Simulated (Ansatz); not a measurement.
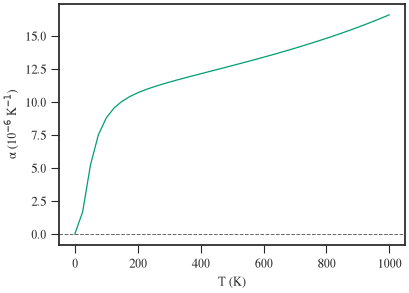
Figure: Linear thermal expansion of fcc (Cu type) Pt from quasi-harmonic lattice dynamics, Ansatz (a quantum-chemistry and plane-wave program), PBE functional, plane-wave PAW

Spin-orbit coupling is not included.

### Question
Read off α at 1000 K, and say whether it is negative anywhere.

### Answer
About 17 × 10⁻⁶ K⁻¹. It is not negative in the range shown.
